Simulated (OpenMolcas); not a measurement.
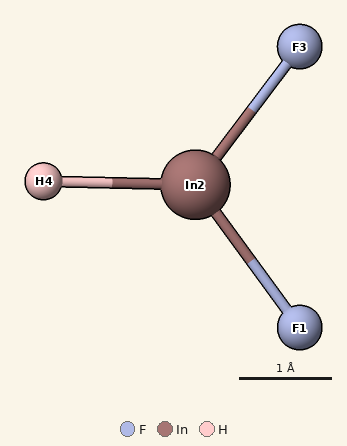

Figure 1. The input geometry (ball-and-stick view, seen at a tilt; atoms are numbered from 1 in the order of the input). Sticks mark near contacts. Bond lengths as drawn: F–In 1.93 Å and H–In 1.68 Å.

Run report: InHF2 (charge +1), single-point calculation (part 1 of 2)

InHF2, charge +1, multiplicity 2, computed with HF/STO-3G, UHF (OpenMolcas 26.06).

The geometry is that of the parent species in another charge or spin state. The geometry comes from this level: PBE0-D4/def2-TZVP.

What the program printed:
```
--- Start Module: gateway ---

                                              &GATEWAY

                       available to each process: 1.9 GB of memory, 1 thread

 Basis Set     1 Label: F.STO-3G
 Basis set is read from library:.
 basistype.tbl is not found

 Basis Set     2 Label: IN.STO-3G
 Basis set is read from library:.
 basistype.tbl is not found

 Basis Set     3 Label: F.STO-3G
 Basis set is read from library:.
 basistype.tbl is not found

 Basis Set     4 Label: H.STO-3G
 Basis set is read from library:.
 basistype.tbl is not found

++    Symmetry information:
      ---------------------

                    Character Table for C1

                             E
                    a        1  x, y, xy, Rz, z, xz, Ry, yz, Rx, I
--

++    Basis set information:
      ----------------------

      Basis set label: F.STO-3G.........

      Electronic valence basis set:
      ------------------
      Associated Effective Charge   9.000000 au
      Associated Actual Charge      9.000000 au
      Nuclear Model: Point charge

      Shell  nPrim  nBasis  Cartesian Spherical Contaminant
         s       6       2        X
         p       3       1        X

      Basis set label: IN.STO-3G.........

      Electronic valence basis set:
      ------------------
      Associated Effective Charge  49.000000 au
      Associated Actual Charge     49.000000 au
      Nuclear Model: Point charge

      Shell  nPrim  nBasis  Cartesian Spherical Contaminant
         s      15       5        X
         p      12       4        X
         d       6       2                 X

      Basis set label: F.STO-3G.........

      Electronic valence basis set:
      ------------------
      Associated Effective Charge   9.000000 au
      Associated Actual Charge      9.000000 au
      Nuclear Model: Point charge

      Shell  nPrim  nBasis  Cartesian Spherical Contaminant
         s       6       2        X
         p       3       1        X

      Basis set label: H.STO-3G.........

      Electronic valence basis set:
      ------------------
      Associated Effective Charge   1.000000 au
      Associated Actual Charge      1.000000 au
      Nuclear Model: Point charge

      Shell  nPrim  nBasis  Cartesian Spherical Contaminant
         s       3       1        X
--

++    Molecular structure info:
      -------------------------

                    ************************************************
                    **** Cartesian Coordinates / bohr, angstrom ****
                    ************************************************

     Center  Label                x              y              z                     x              y              z
        1      F1              -3.201763      -1.263849       0.456747             -1.694300      -0.668800       0.241700
        2      IN2              0.082770       0.215051      -0.167052              0.043800       0.113800      -0.088400
        3      F3               2.533745      -1.898608       1.532946              1.340800      -1.004700       0.811200
        4      H4               0.690506       2.833455      -1.861002              0.365400       1.499400      -0.984800

                    ***************************************
                    *    InterNuclear Distances / bohr    *
                    ***************************************

               1 F1            2 IN2           3 F3            4 H4
    1 F1       0.000000
    2 IN2      3.655739        0.000000
    3 F3       5.870023        3.655793        0.000000
    4 H4       6.108160        3.177240        6.108096        0.000000

                    *******************************************
                    *    InterNuclear Distances / angstrom    *
                    *******************************************

               1 F1            2 IN2           3 F3            4 H4
    1 F1       0.000000
    2 IN2      1.934534        0.000000
    3 F3       3.106283        1.934562        0.000000
    4 H4       3.232299        1.681323        3.232265        0.000000
--

            Nuclear Potential Energy            273.43072273 au

--- Stop Module: gateway /rc=_RC_ALL_IS_WELL_ ---

--- Start Module: seward ---

                                              &SEWARD

                       available to each process: 1.9 GB of memory, 1 thread

               SEWARD will generate:
                  Multipole Moment integrals up to order  2
                  Kinetic Energy integrals
                  Nuclear Attraction integrals (point charge)
                  One-Electron Hamiltonian integrals
                  Velocity integrals
                  Orbital angular momentum around ( -0.0161  -0.2113   0.1087 )
                  Velocity quadrupole around ( -0.0161  -0.2113   0.1087 )
                  Two-Electron Repulsion integrals

                   Integrals are discarded if absolute value <: 1.00E-14
                   Integral cutoff threshold is set to       <: 1.00E-16

            Nuclear Potential Energy            273.43072273 au

      Basis set specifications :
      Symmetry species         a
      Basis functions           38

--- Stop Module: seward /rc=_RC_ALL_IS_WELL_ ---

--- Start Module: scf ---

                                                &SCF

                       available to each process: 1.9 GB of memory, 1 thread

++    Input section:
      --------------

      Header of the integral files:

      Cartesian coordinates in angstrom:
      -----------------------------------------------------
      No.  Label        X            Y            Z
      -----------------------------------------------------
       1   F1        -1.69430000  -0.66880000   0.24170000
       2   IN2        0.04380000   0.11380000  -0.08840000
       3   F3         1.34080000  -1.00470000   0.81120000
       4   H4         0.36540000   1.49940000  -0.98480000
      -----------------------------------------------------
      Nuclear repulsion energy =  273.43072273
--

++    Orbital specifications:
      -----------------------

      Symmetry species               1
                                     a
      Frozen orbitals                0
      Start temperature = 0.500
      End temperature   = 0.010
      Temperature Factor= 0.460
      Deleted orbitals               0
      Total number of orbitals      38
      Number of basis functions     38
--

      Molecular charge                           1.000

++    Optimization specifications:
      ----------------------------

      SCF Algorithm: Conventional USCF
      D(i)-D(i-1) density differences are used
      Number of density matrices in core                 5
      Maximum number of NDDO SCF iterations            400
      Maximum number of HF SCF iterations              400
      Threshold for SCF energy change             1.00E-10
      Threshold for density matrix                1.00E-07
      Threshold for Fock matrix                   1.00E-07
      Threshold for linear dependence             1.00E-09
      Threshold at which DIIS is turned on        1.50E-01
      Maximum depth in the DIIS procedure                5
      Maximum depth in the BFGS Hessian update          30
      Threshold at which QNR/C2DIIS is turned on  7.50E-02
      Threshold for Norm(delta) (QNR/C2DIIS)      1.00E-05
      All orbitals punched on: UHFORB
--

      Input vectors read from INPORB
      Orbital file label: *Guess orbitals

++ Convergence information
                               UHF SCF        iterations: Energy and convergence statistics

Iter     Tot. SCF        One-elec.       Two-elec.     Energy      Max Dij or  Max Fij      DNorm      TNorm      AccCon     Time
         Energy          Energy          Energy        Change      Delta Norm                                                in Sec.

 The total and one-electron energies are shifted by a value of      5000. a.u.

   1  -875.077134259 -3627.251880099  2478.744023115   0.00E+00    8.71E-02*   2.44E+01*    1.59E+01   5.54E+02   None         0.
   2  -877.757856964 -3672.018889709  2520.830310020  -2.68E+00*   2.54E-01*   1.91E-01*    3.79E+00   5.58E+02   EDIIS        0.
   3  -878.706249404 -3671.302815120  2519.165842991  -9.48E-01*   1.05E-01*   9.98E-02*    2.19E+00   5.58E+02   EDIIS        0.
   4  -879.054955181 -3673.542358609  2521.056680703  -3.49E-01*   3.69E-01*   9.97E-02*    1.05E+00   5.58E+02   EDIIS        0.
   5  -879.133729808 -3673.236570124  2520.672117590  -7.88E-02*   1.28E-01*   7.30E-02*    1.08E+00   5.58E+02   EDIIS        0.
   6  -879.227767471 -3672.720759236  2520.062269040  -9.40E-02*   2.95E-01*   5.38E-02*    8.09E-01   5.58E+02   EDIIS        0.
   7  -879.248123923 -3672.829370747  2520.150524099  -2.04E-02*   7.67E-02*   5.44E-02*    5.21E-01   5.58E+02   EDIIS        0.
   8  -879.256014006 -3672.775102304  2520.088365573  -7.89E-03*   9.21E-02*   1.84E-02*    2.78E-01   5.58E+02   EDIIS        0.

       Fermi aufbau procedure completed!
      nOcc(alpha)=   34
      nOcc(beta) =   33
```
